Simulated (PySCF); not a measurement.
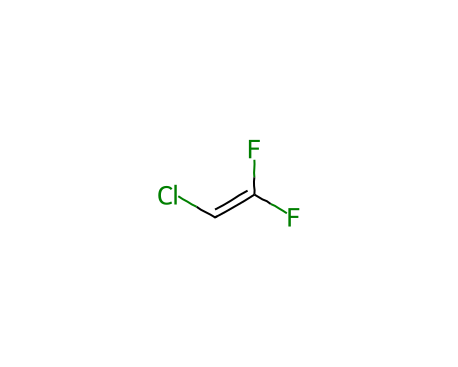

A structural formula.

> Transcribe the drawing into SMILES.

FC(F)=CCl

> Give the formula, hydrogens included.

C2HClF2.

> An optimisation with GFN2-xTB gave a structure of which point group?

Cs.

More results for the same structure follow; atom numbers are the same in all pictures, views and colours differ. The computed structure is the end point of a GFN2-xTB optimisation. No frequency run is at hand to confirm it as a minimum.

### Geometry

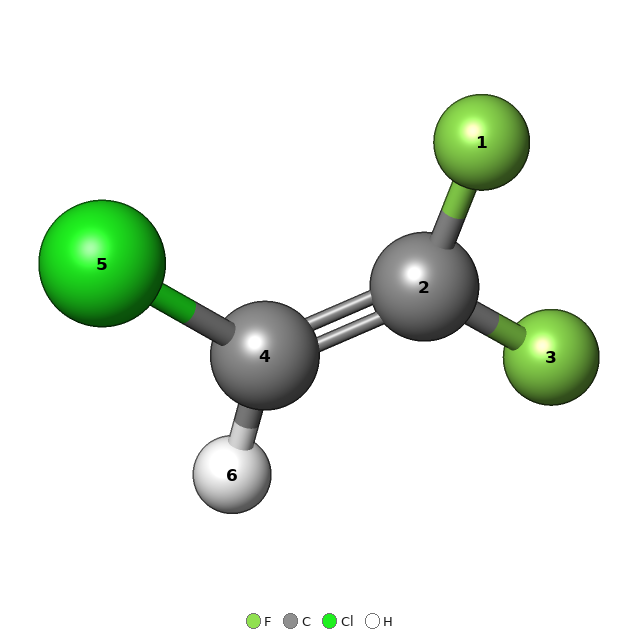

Atoms carry their numbers in the input. No frequency run is at hand to confirm it as a minimum.

> Describe the coordination of atom 4.

C4 has 3 neighbours (C2 at 1.32, Cl5 at 1.71, H6 at 1.08 Å); the arrangement is trigonal planar.

> What is the geometry at C2?

C2 has 3 neighbours (F1 at 1.32, F3 at 1.33, C4 at 1.32 Å); the arrangement is trigonal planar.

> What is the dihedral angle F3–C2–C4–Cl5?

180° in size, that is anti.

### Polarisability

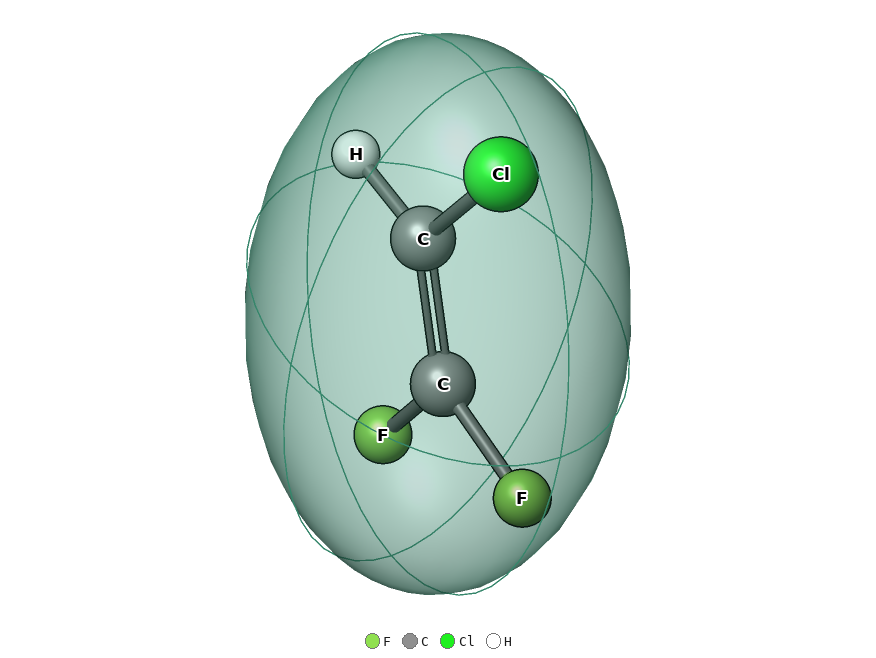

The ellipsoid shows the static dipole polarisability: its half-axes are proportional to the principal values. No frequency run is at hand to confirm it as a minimum. Computed with PBE0/def2-SVPD (PySCF 2.14.0).

> Give the principal values, the mean and the anisotropy.

Principal values 29.3, 37.8, 55.5 bohr³; mean 40.8 bohr³ (6.05 Å³); anisotropy 23.1 bohr³, so the longest axis is 1.89 times the shortest.

### Core levels

No frequency run is at hand to confirm it as a minimum. Level of theory: delta-SCF UKS SCAN, pcX-2 on the ionised atom, pcseg-1 elsewhere, spin-free X2C (PySCF 2.14.0).

Give the core-electron binding energies (to vacuum; p and d levels without spin–orbit splitting) of F1 1s, C2 1s, F3 1s, C4 1s, Cl5 1s, Cl5 2p.

```
atom  level  binding energy (eV)
  F1     1s                694.6
  C2     1s                295.9
  F3     1s                694.5
  C4     1s                292.7
 Cl5     1s               2829.7
 Cl5     2p                207.6
```

### Excitation

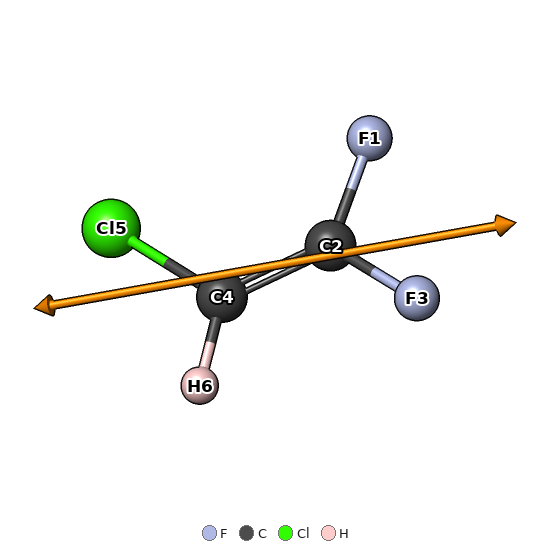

The double arrow shows the direction of the transition dipole to excited singlet state 3 (its length means nothing). No frequency run is at hand to confirm it as a minimum. Properties computed with TDDFT PBE0/def2-SVPD, vertical, gas phase, core orbitals frozen in the response (PySCF 2.14.0).

> How is the transition polarised?

In the molecular plane, at 23° to the long direction F3···Cl5.

> Give its energy, strength and character.

7.24 eV (171 nm), oscillator strength 0.31, mainly HOMO → LUMO (weight 0.94); transition dipole 3.38 D.
